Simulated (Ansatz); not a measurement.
**Pressure series in Mo**

Take Mo in the bcc (W type) structure (space group Im-3m, No. 229) as the base.

```xyz
1
Lattice="-1.5754 1.5754 1.5754 1.5754 -1.5754 1.5754 1.5754 1.5754 -1.5754" Properties=species:S:1:pos:R:3 pbc="T T T"
Mo     0.0000     0.0000     0.0000
```

Cell and atoms are relaxed at each pressure.

Method: r2SCAN/PAW in Ansatz (a program for electronic structure), spin-orbit coupling left out, earlier PAW set.

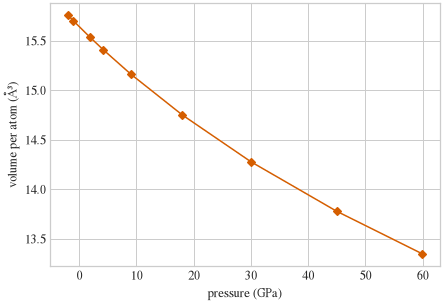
*Volume against pressure*

**Question.** Estimate the zero-pressure bulk modulus from the plot.

**Answer.** About 270 GPa; a third-order Birch–Murnaghan fit to the points gives V₀ = 15.64 Å³/atom, B₀ = 273 GPa and B₀′ = 4.1.

Load acts through the strain it causes; cell and atoms are relaxed under it. Whether these cells are dynamically stable was not tested. No other phases were tried under pressure. The final runs are not spin-polarised.
